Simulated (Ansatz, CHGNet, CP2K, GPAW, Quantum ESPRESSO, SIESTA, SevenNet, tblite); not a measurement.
# Glassy 76SiO2-24MgO (mol %) (94 atoms) in CP2K

How do the settings of CP2K change the result for glassy 76SiO2-24MgO (mol %) (94 atoms)? A plane-wave run serves as the yardstick.

Calculated with CP2K 2026.2; the method is named at each step.

**1. The structure**

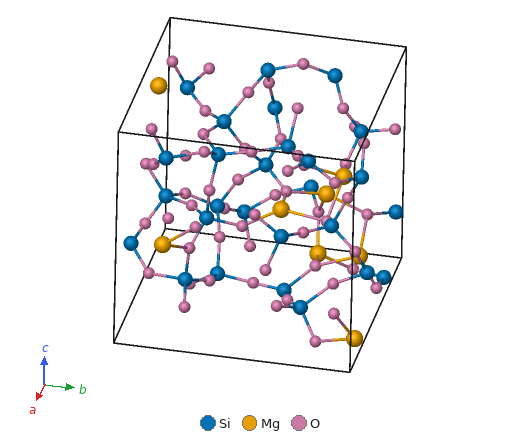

The starting structure, seen slightly off an axis (silicon blue, magnesium orange, oxygen pink). Bonds to atoms that aren't drawn are left out. Some periodic images of atoms are drawn too.

The cell holds 94 atoms: 26 Si, 8 Mg and 60 O. Its edges and angles: a = 10.793 Å, b = 10.793 Å, c = 10.793 Å, α = 90.0°, β = 90.0°, γ = 90.0°. 94 atoms (26 Si, 8 Mg, 60 O) placed at random at 2.34 g/cm³, melted at 4000 K for 10 ps at fixed volume with the Morse and Coulomb pair potential with partial charges (Pedone, Malavasi, Menziani, Cormack and Segre, J. Phys. Chem. B 110, 11780 (2006)). Quenched from 4000 K to 300 K at 50 K/ps and fixed volume, held 10 ps at zero pressure. Then every atom was moved at random, 0.05 Å r.m.s. a Cartesian component.

The yardstick, on the same geometry:

- method: Kohn-Sham DFT, PBE, SSSP efficiency 1.3.0 pseudopotentials, plane waves (Quantum ESPRESSO 7.5); sssp-pbe-1.3.0-efficiency, cutoffs 60/480 Ry, Γ point
- r.m.s. force component: 2.817 eV/Å
- longest force: 15.85 eV/Å
- pressure: 5.792 GPa
- gap (highest filled to lowest empty level): 1.872 eV
- time: 3.4 min on 4 MPI ranks of Arm Neoverse V1, shared host
- CPU time: 13 min

**2. PBE, DZVP-MOLOPT-SR, 1200/60 Ry, OT DIIS**

Method: Kohn-Sham DFT, PBE, GTH-PBE pseudopotentials, Gaussian and plane waves, DZVP-MOLOPT-SR-GTH, orbital transformation.

input.inp reads:

```
&GLOBAL
  PROJECT cell
  RUN_TYPE ENERGY_FORCE
  PRINT_LEVEL LOW
&END GLOBAL
&FORCE_EVAL
  METHOD QS
  STRESS_TENSOR ANALYTICAL
  &DFT
    BASIS_SET_FILE_NAME BASIS_MOLOPT
    POTENTIAL_FILE_NAME GTH_POTENTIALS
    &MGRID
      CUTOFF 1200
      REL_CUTOFF 60
      NGRIDS 5
    &END MGRID
    &QS
      EPS_DEFAULT 1.0E-12
    &END QS
    &SCF
      SCF_GUESS ATOMIC
      EPS_SCF 1.0E-06
      MAX_SCF 30
      &OT
        MINIMIZER DIIS
        PRECONDITIONER FULL_ALL
        ENERGY_GAP 0.001
      &END OT
      &OUTER_SCF
        EPS_SCF 1.0E-06
        MAX_SCF 8
      &END OUTER_SCF
      &PRINT
        &RESTART OFF
        &END RESTART
      &END PRINT
    &END SCF
    &XC
      &XC_FUNCTIONAL PBE
      &END XC_FUNCTIONAL
    &END XC
    &PRINT
      &MULLIKEN ON
      &END MULLIKEN
      &HIRSHFELD ON
        SHAPE_FUNCTION DENSITY
      &END HIRSHFELD
      &MO_CUBES
        NHOMO 1
        NLUMO 4
        WRITE_CUBE F
      &END MO_CUBES
    &END PRINT
  &END DFT
  &SUBSYS
    &CELL
      A 10.79285 0.00000 0.00000
      B 0.00000 10.79285 0.00000
      C 0.00000 0.00000 10.79285
    &END CELL
    &TOPOLOGY
      COORD_FILE_NAME structure.xyz
      COORD_FILE_FORMAT XYZ
    &END TOPOLOGY
    &KIND Si
      BASIS_SET DZVP-MOLOPT-SR-GTH-q4
      POTENTIAL GTH-PBE-q4
    &END KIND
    &KIND Mg
      BASIS_SET DZVP-MOLOPT-SR-GTH-q10
      POTENTIAL GTH-PBE-q10
    &END KIND
    &KIND O
      BASIS_SET DZVP-MOLOPT-SR-GTH-q6
      POTENTIAL GTH-PBE-q6
    &END KIND
  &END SUBSYS
  &PRINT
    &FORCES ON
    &END FORCES
    &STRESS_TENSOR ON
    &END STRESS_TENSOR
  &END PRINT
&END FORCE_EVAL
```

structure.xyz reads:

```xyz
94

Si 4.18104 3.43277 8.21811
Si 2.12004 4.95327 9.93978
Si 1.86727 1.24398 8.39295
Si 1.22445 10.74720 3.00915
Si 0.41326 4.95554 7.09285
Si 9.47396 1.92739 9.01052
Si 7.88666 10.51990 8.37234
Si 8.59888 2.74160 2.44555
Si 0.74384 3.73497 1.78158
Si 7.43627 3.41270 5.06023
Si 7.14692 3.81937 8.19825
Si 3.30175 3.03765 3.36133
Si 7.43390 10.78368 3.27908
Si 5.83073 3.63071 1.36400
Si 1.73063 9.18256 7.17401
Si 3.15378 5.16524 5.68783
Si 0.09908 6.62314 3.10478
Si 2.47038 10.51990 0.30932
Si 6.49287 6.85961 8.66374
Si 9.21709 8.36457 9.61265
Si 5.74039 6.66566 0.88728
Si 8.33445 7.96296 1.59918
Si 10.14204 7.38879 6.12991
Si 1.52870 7.89292 9.74864
Si 7.64058 9.15061 5.56123
Si 5.17863 1.07000 4.62776
Mg 2.77916 7.88580 4.37510
Mg 9.61373 10.72777 1.08036
Mg 4.72284 9.05175 6.49352
Mg 5.78518 6.45445 5.02234
Mg 10.46799 2.06446 5.14733
Mg 5.36653 0.66106 10.30814
Mg 2.82568 7.56741 1.30960
Mg 4.50256 9.80142 2.39968
O 6.29730 8.63784 4.99504
O 5.85890 0.29367 3.48318
O 3.99854 10.50781 0.59145
O 2.21707 0.60354 9.83272
O 2.84402 8.73919 6.06170
O 3.76746 1.65735 4.07829
O 6.13671 2.44857 4.86337
O 5.61951 5.22266 1.00805
O 2.98789 2.31895 7.96750
O 0.41995 5.06401 2.65796
O 1.80143 8.97415 0.15132
O 8.51783 2.88083 4.02260
O 1.09429 4.79408 8.72203
O 9.34855 9.62075 8.74739
O 10.63862 7.72315 9.79332
O 10.19601 6.16822 7.10796
O 4.01634 4.37143 6.88033
O 2.05075 6.54565 10.44942
O 5.80709 2.84305 8.38227
O 10.67229 6.81698 4.61438
O 8.03668 10.34246 4.61524
O 4.52620 7.81759 1.64213
[... 34 atom lines left out ...]
O 1.57468 10.69312 7.42332
O 0.28752 1.89263 8.60946
O 1.63048 7.29553 2.75498
O 5.87811 7.47383 7.47934
```

The run is started by

```bash
$ OMP_NUM_THREADS=1 mpirun -np 4 cp2k.psmp -i input.inp > output.txt
```

Numbers of over 12 decimals in the logs are rounded to 6 here.

The log of the run:

```text
CP2K| version string:                                       CP2K version 2026.2
 CP2K| Input file name                                                 input.inp
 GLOBAL| Basis set file name                                        BASIS_MOLOPT
 GLOBAL| Potential file name                                      GTH_POTENTIALS
 GLOBAL| Run type                                                   ENERGY_FORCE
 GLOBAL| Total number of message passing processes                             4
 GLOBAL| Number of threads for this process                                    1
 TOTAL NUMBERS AND MAXIMUM NUMBERS
  Total number of            - Atomic kinds:                                   3
                             - Atoms:                                         94
                             - Shell sets:                                    94
                             - Shells:                                       470
                             - Primitive Cartesian functions:                460
                             - Cartesian basis functions:                   1276
                             - Spherical basis functions:                   1190
  Maximum angular momentum of- Orbital basis functions:                        2
                             - Local part of the GTH pseudopotential:          2
                             - Non-local part of the GTH pseudopotential:      2
 SCF PARAMETERS         Density guess:                                    ATOMIC
                        max_scf:                                              30
                        eps_scf:                                        1.00E-06
                        Outer loop SCF in use
                        eps_scf                                         1.00E-06
                        max_scf                                                8
 Extrapolation method: initial_guess
 Number of electrons:                                                        544
[... lines left out ...]
  Step     Update method      Time    Convergence         Total energy    Change
[... lines left out ...]
  Total energy:                                             -1574.492463
[... lines left out ...]
  Preconditioner : FULL_ALL            : diagonalization, state selective
  Precond_solver : DEFAULT
  stepsize       :    0.15000000                  energy_gap     :    0.00100000
  eps_taylor     :   0.10000E-15                  max_taylor     :             4
  ----------------------------------- OT ---------------------------------------
  Step     Update method      Time    Convergence         Total energy    Change
[...]
4 OT DIIS     0.15E+00    5.6     0.00000193     -1574.4931921812 -4.87E-06
     5 OT DIIS     0.15E+00    5.6     0.00000080     -1574.4931922224 -4.12E-08
  *** SCF run converged in     5 steps ***
  Electronic density on regular grids:       -544.0000000012       -0.0000000012
  Core density on regular grids:              543.9999999997       -0.0000000003
  Total charge density on r-space grids:       -0.0000000015
  Total charge density g-space grids:          -0.0000000015
  Overlap energy of the core charge distribution:               4.81077e-06
  Self energy of the core charge distribution:              -3929.053870
  Core Hamiltonian energy:                                   1131.321662
  Hartree energy:                                            1540.672375
  Exchange-correlation energy:                               -317.433364
  Total energy:                                             -1574.493192
  outer SCF iter =    2 RMS gradient =   0.80E-06 energy =      -1574.4931922224
  outer SCF loop converged in   2 iterations or   35 steps
 !-----------------------------------------------------------------------------!
                     Mulliken Population Analysis
 #  Atom  Element  Kind  Atomic population                           Net charge
       1     Si       1          3.086075                              0.913925
       2     Si       1          3.118590                              0.881410
       3     Si       1          3.124056                              0.875944
[...]
93     O        3          6.871562                             -0.871562
      94     O        3          6.626120                             -0.626120
 # Total charge                            544.000000                 -0.000000
 !-----------------------------------------------------------------------------!
 !-----------------------------------------------------------------------------!
                           Hirshfeld Charges
  #Atom  Element  Kind  Ref Charge     Population                    Net charge
      1       Si     1       4.000          3.412                         0.588
      2       Si     1       4.000          3.438                         0.562
      3       Si     1       4.000          3.414                         0.586
[...]
93       O      3       6.000          6.390                        -0.390
     94       O      3       6.000          6.379                        -0.379
  Total Charge                                                           -0.000
 !-----------------------------------------------------------------------------!
  Eigenvalues of the occupied subspace spin            1
      -2.68752653     -2.64815208     -2.64677659     -2.63794616
      -2.63142177     -2.62939646     -2.62593606     -2.62221878
      -1.46416549     -1.46372572     -1.46217590     -1.42626091
[...]
0.11448675      0.11662715      0.11876148      0.15186305
 Fermi Energy [eV] :    4.132404
  Using OT eigensolver for additional unoccupied orbitals spin            1
  Lowest Eigenvalues of the unoccupied subspace spin            1
 WARNING : did not converge in ot_eigensolver
 number of iterations          299  exceeded maximum
 current gradient / target gradient   9.6987258147436734E-005  /    1.0000000000000001E-005
       0.21272309      0.25093721      0.26256837      0.27154991
 HOMO - LUMO gap [eV] :    1.656086
 ENERGY| Total FORCE_EVAL ( QS ) energy [hartree]          -1574.493192
 FORCES| Atomic forces [hartree/bohr]
 FORCES|   Atom     x               y               z               |f|
 FORCES|      1 -1.49199673E-03  2.74690179E-02 -3.36764804E-02   4.34842308E-02
 FORCES|      2 -8.87429901E-02 -2.75911423E-02  5.20859196E-03   9.30791000E-02
 FORCES|      3 -8.25043486E-02  2.36360268E-03 -1.38883727E-03   8.25498820E-02
[...]
FORCES|     93 -2.23095578E-02 -1.81166365E-02  1.55486858E-02   3.26755339E-02
 FORCES|     94 -6.90479363E-02  4.77944260E-02 -9.50839736E-02   1.26857742E-01
 FORCES| Sum     1.46223460E-02  2.23641939E-02 -3.82416283E-02
 FORCES| Total atomic force                                       4.66518199E-02
 STRESS| Analytical stress tensor [bar]
 STRESS|                        x                   y                   z
 STRESS|      x        3.39201636081E+04   2.40419613987E+04   1.70362988967E+04
 STRESS|      y        2.40419613987E+04   6.29569238923E+04  -1.25418920859E+04
 STRESS|      z        1.70362988967E+04  -1.25418920859E+04   8.16732718240E+04
 STRESS| 1/3 Trace                                             5.95167864415E+04
```

It took 3.6 min on 4 MPI ranks of Arm Neoverse V1, shared host; peak memory 5.9 GiB; 15 min of CPU time.

Banners, paths, timers and routine set-up lines are dropped from the logs unmarked, and long logs keep their key lines alone; longer cuts are marked.

The solver for the empty levels stopped short of its threshold, so the gap is rough; its iterations count in the time.

Numbers from this run, and their distance from the reference:

```
r.m.s. force component                           : 2.761 eV/Å
r.m.s. difference of force components            : 217 meV/Å
longest difference of force vectors              : 1147 meV/Å
force difference over r.m.s. force               : 7.704 %
slope of forces against the reference's          : 0.9775
correlation of force components                  : 0.9972
gap (highest filled to lowest empty level) : 1.656 eV
gap difference                                   : -0.2163 eV
pressure                                         : 5.952 GPa
pressure difference                              : 0.1594 GPa
```

Length of the force difference by element (eV/Å):

```csv
element,atoms,mean,most
Mg,8,0.86,1.1
O,60,0.22,0.64
Si,26,0.31,0.66
```

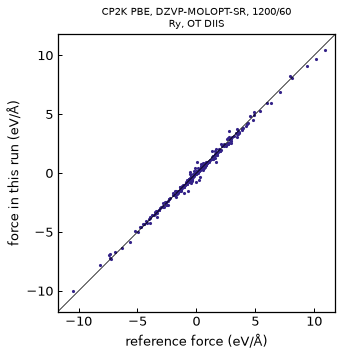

Force components against those of the reference; the line marks equality.

Local excerpt of 10 atoms (numbers count through the whole input) about Mg28, one of the 8 Mg atoms; x, y, z are measured from there.

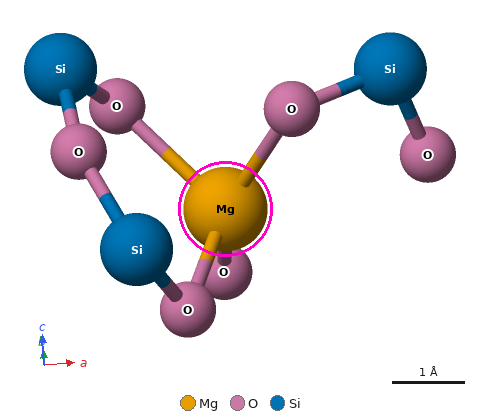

The atoms of the table, within 3.1 Å (arrows a, b, c point along x, y, z); some may hide others; the central atom is ringed.

```csv
atom,x,y,z,distance (Å),bonds,Hirshfeld charge (e),Fx,Fy,Fz (eV/Å)
Mg28,0.00,0.00,0.00,0.00,4,0.55,0.40,0.16,0.51
O80,-0.06,1.32,-1.43,1.94,2,-0.43,-0.53,-0.22,1.31
O78,1.00,-0.76,1.71,2.13,2,-0.44,-0.42,0.12,-2.15
O67,-0.61,-1.91,-0.74,2.13,3,-0.25,-1.21,0.92,3.13
O83,-1.42,1.06,1.22,2.15,3,-0.24,1.17,3.29,-0.98
O63,-2.00,-1.44,1.52,2.90,2,-0.30,0.18,-1.60,-3.35
O69,2.86,0.53,0.43,2.94,2,-0.28,0.09,0.86,-0.79
Si4,2.40,0.02,1.93,3.08,4,0.41,-2.05,-1.70,3.73
Si22,-1.28,-2.76,0.52,3.09,4,0.57,10.46,9.67,5.28
Si13,-2.18,0.06,2.20,3.10,4,0.53,0.96,-3.54,-1.70
```

Forces lie 7.7 % from the reference's, at 1.1 times its CPU time.

The difference per atom is largest on Mg (0.86 eV/Å on average, against 0.31 on Si). The forces add up to 2.4 eV/Å instead of zero, usually a sign of too coarse a grid.

**3. GFN1-xTB, OT DIIS**

Method: GFN1-xTB tight binding (the program's own implementation), orbital transformation.

input.inp reads:

```
&GLOBAL
  PROJECT cell
  RUN_TYPE ENERGY_FORCE
  PRINT_LEVEL LOW
&END GLOBAL
&FORCE_EVAL
  METHOD QS
  STRESS_TENSOR ANALYTICAL
  &DFT
    &QS
      METHOD XTB
      &XTB
        GFN_TYPE 1
        DO_EWALD T
        CHECK_ATOMIC_CHARGES F
      &END XTB
    &END QS
    &SCF
      SCF_GUESS ATOMIC
      EPS_SCF 1.0E-06
      MAX_SCF 30
      &OT
        MINIMIZER DIIS
        PRECONDITIONER FULL_SINGLE_INVERSE
      &END OT
      &OUTER_SCF
        EPS_SCF 1.0E-06
        MAX_SCF 8
      &END OUTER_SCF
      &PRINT
        &RESTART OFF
        &END RESTART
      &END PRINT
    &END SCF
    &PRINT
      &MULLIKEN ON
      &END MULLIKEN
      &MO_CUBES
        NHOMO 1
        NLUMO 4
        WRITE_CUBE F
      &END MO_CUBES
    &END PRINT
  &END DFT
  &SUBSYS
    &CELL
      A 10.79285 0.00000 0.00000
      B 0.00000 10.79285 0.00000
      C 0.00000 0.00000 10.79285
    &END CELL
    &TOPOLOGY
      COORD_FILE_NAME structure.xyz
      COORD_FILE_FORMAT XYZ
    &END TOPOLOGY
  &END SUBSYS
  &PRINT
    &FORCES ON
    &END FORCES
    &STRESS_TENSOR ON
    &END STRESS_TENSOR
  &END PRINT
&END FORCE_EVAL
```

structure.xyz is that of step 2.

The run is started by

```bash
$ OMP_NUM_THREADS=1 cp2k.psmp -i input.inp > output.txt
```

The log of the run:

```text
CP2K| version string:                                       CP2K version 2026.2
 CP2K| Input file name                                                 input.inp
 GLOBAL| Basis set file name                                           BASIS_SET
 GLOBAL| Potential file name                                           POTENTIAL
 GLOBAL| Run type                                                   ENERGY_FORCE
 GLOBAL| Total number of message passing processes                             1
 GLOBAL| Number of threads for this process                                    1
                  #####   #####        #          ####### ######
                 #     # #     #      #              #    #     #
                 #     # #           #    ##   ##    #    #     #
[... lines left out ...]
 Number of electrons:                                                        480
[... lines left out ...]
  Step     Update method      Time    Convergence         Total energy    Change
[... lines left out ...]
  *** SCF run converged in    22 steps ***
[... lines left out ...]
  Total energy:                                              -345.282681
[... lines left out ...]
  outer SCF loop converged in   1 iterations or   22 steps
[... lines left out ...]
       2     Si         1                 3.055880                      0.944120
       3     Si         1                 3.062660                      0.937340
[...]
93     O          3                 6.725190                     -0.725190
      94     O          3                 6.626018                     -0.626018
 # Total charge                         480.000000                     -0.000000
  Eigenvalues of the occupied subspace spin            1
      -0.43764502     -0.42428632     -0.42315013     -0.42182021
      -0.41918903     -0.41705606     -0.41159997     -0.40985189
      -0.40931513     -0.40589501     -0.40390123     -0.40262511
[...]
-0.08522162     -0.08341972     -0.08285069     -0.08260602
      -0.08170354     -0.07448974     -0.06537623     -0.04751853
 Fermi Energy [eV] :   -1.293045
 ENERGY| Total FORCE_EVAL ( QS ) energy [hartree]           -345.282681
 FORCES| Atomic forces [hartree/bohr]
 FORCES|   Atom     x               y               z               |f|
 FORCES|      1  1.72243379E-02 -1.96991858E-03 -1.51110035E-02   2.29978438E-02
 FORCES|      2 -6.63509664E-02  2.02869133E-03  2.49117063E-02   7.09024643E-02
 FORCES|      3 -7.19323556E-02  1.02742331E-02 -1.90261013E-02   7.51120242E-02
[...]
FORCES|     93  8.01446735E-03 -4.70937104E-03 -2.09418984E-03   9.52866693E-03
 FORCES|     94 -7.78842928E-02  6.06357698E-02 -1.10920540E-01   1.48479042E-01
 FORCES| Sum     6.07847106E-15  5.10008702E-15 -6.77236045E-15
 FORCES| Total atomic force                                       1.04318533E-14
 STRESS| Analytical stress tensor [bar]
 STRESS|                        x                   y                   z
 STRESS|      x        1.52304605687E+03   2.28024563482E+04   1.94128361958E+04
 STRESS|      y        2.28024563482E+04   4.24931770040E+04  -1.36415780291E+04
 STRESS|      z        1.94128361958E+04  -1.36415780291E+04   3.96948977793E+04
 STRESS| 1/3 Trace                                             2.79037069467E+04
```

It took 6.7 s on 1 thread; peak memory 0.43 GiB.

Numbers from this run, and their distance from the reference:

```
r.m.s. force component                  : 2.667 eV/Å
r.m.s. difference of force components   : 713.1 meV/Å
longest difference of force vectors     : 2948 meV/Å
force difference over r.m.s. force      : 25.31 %
slope of forces against the reference's : 0.916
correlation of force components         : 0.9677
pressure                                : 2.79 GPa
pressure difference                     : -3.002 GPa
```

Against the first run (7.7 %), the force difference from the reference is 25 %, at 0.0077 times the CPU time (on 1 against 4 cores) (22 SCF steps against 35); the model has changed, so this is no error of the program alone.

(Continued in part 2 of 2.)

[Also dropped from logs without a mark: logging warnings of Python, and SIESTA's first energy breakdown and zero terms.]

[Logs are printed without paths, hosts, clocks, repeated set-up lines and the standing remarks that a program may print on its own settings, such as how far it seeks lower states.]

[Hosts, paths, dates, database ids (printed as entryN), source tags and the programs' standing remarks are cut or masked in the printed files.]
